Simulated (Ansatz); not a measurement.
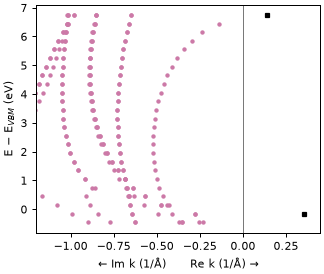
Figure. Complex bands at the centre of the two-dimensional zone; r2SCAN (Ansatz, a program for electronic structure)

The gap is the functional's own. No spin-orbit coupling. Mid-gap values are interpolated on the energy grid.

This is SiO2 (P3_121, 9 atoms a cell, 12.6 Å³ an atom) along the normal of (100). Read off the slowest decay at the centre of the two-dimensional zone at 3.45 eV, the computed energy nearest the middle of the gap.

κ ≈ 0.50 1/Å, a decay length 1/(2κ) of the density of 0.99 Å.
